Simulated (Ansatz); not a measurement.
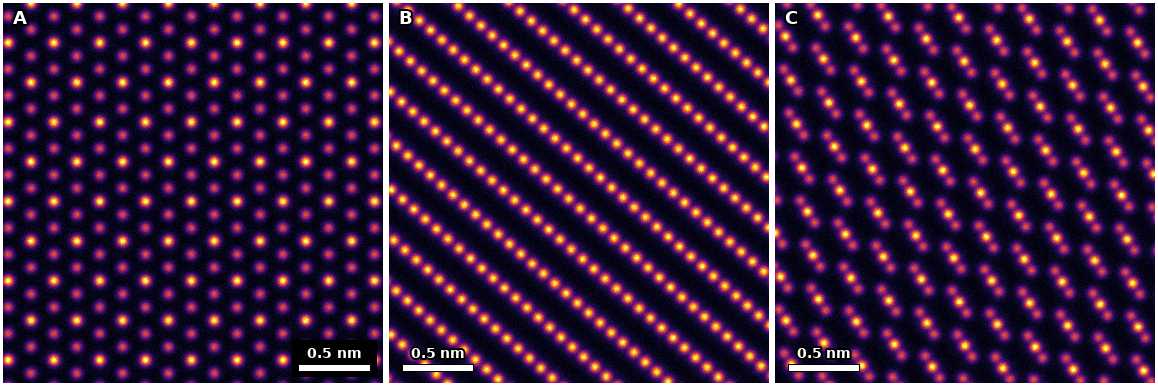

Three views of Sc (P6_3/mmc, No. 194) along different zone axes. The image is simulated as a sum over atoms of Z^1.8, blurred by a 0.56 Å probe (no channelling). The probe carries 25 % of its weight in a tail 2.5 times as wide. The display is stretched by a gamma of 0.8; percentages refer to the linear signal. Shot noise was added. Atomic positions: a calculation's starting geometry; the starting structure was generated, so it need not be a known form of this composition.

```
Sc
1.0
     3.29143    0.00000    0.00000
    -1.64571    2.85046    0.00000
     0.00000    0.00000   10.50215
Sc
4
Direct
  0.00000 0.00000 0.00000
  0.00000 0.00000 0.50000
  0.33333 0.66667 0.25000
  0.66667 0.33333 0.75000
```

Match the panels to the zone axes [001], [201] and [310].

A is [001]: projected cell 3.29 × 3.29 Å, 120°, plane group p6mm. B is [310]: projected cell 1.08 × 10.50 Å, 90°, plane group p2mg. C is [201]: projected cell 2.79 × 3.17 Å, 116°, plane group c2mm.
